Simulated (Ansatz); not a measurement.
Bands of a (14,0) SiC nanotube, along its axis.

These are PBE (plane waves to 420 eV, PAW; Ansatz, a first-principles code) values and carry that method's errors. Mesh 1×1×6. No spin polarisation. One-dimensional cell, images about 11 Å apart. A hypothetical model, rolled from the flat sheet. Symmetry and one short period hold its shape; lower forms weren't sought.

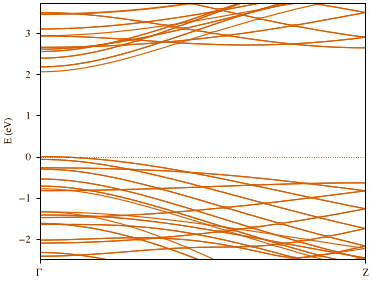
Bands from the zone centre to the zone edge (period 5.36 Å); the dotted line marks the highest filled level

Is it a metal or a semiconductor at this level? Give what the bands show.

A semiconductor in PBE.
| Item | Value |
|---|---|
| PBE gap | 2.06 eV, direct at Γ |
